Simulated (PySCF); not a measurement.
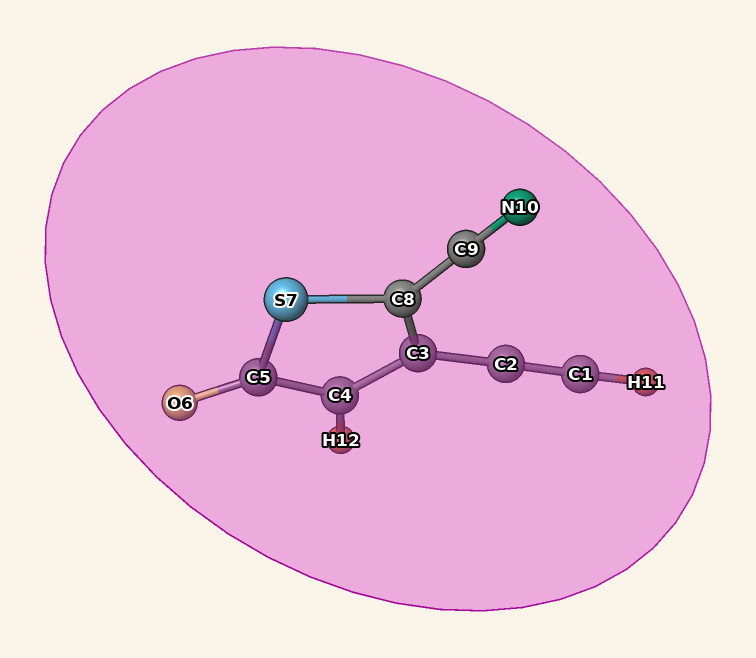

A disc through the centre of mass is drawn in. Distant atoms are faded towards the background colour. The species has charge −1 and is a spin singlet. Computed geometry: GFN2-xTB optimisation. No frequency run is at hand to confirm it as a minimum.

Is the plane of the disc a mirror plane of the structure?

Answer. No. The point group is Cs, with 1 mirror plane, and this plane isn't one of its mirror planes.
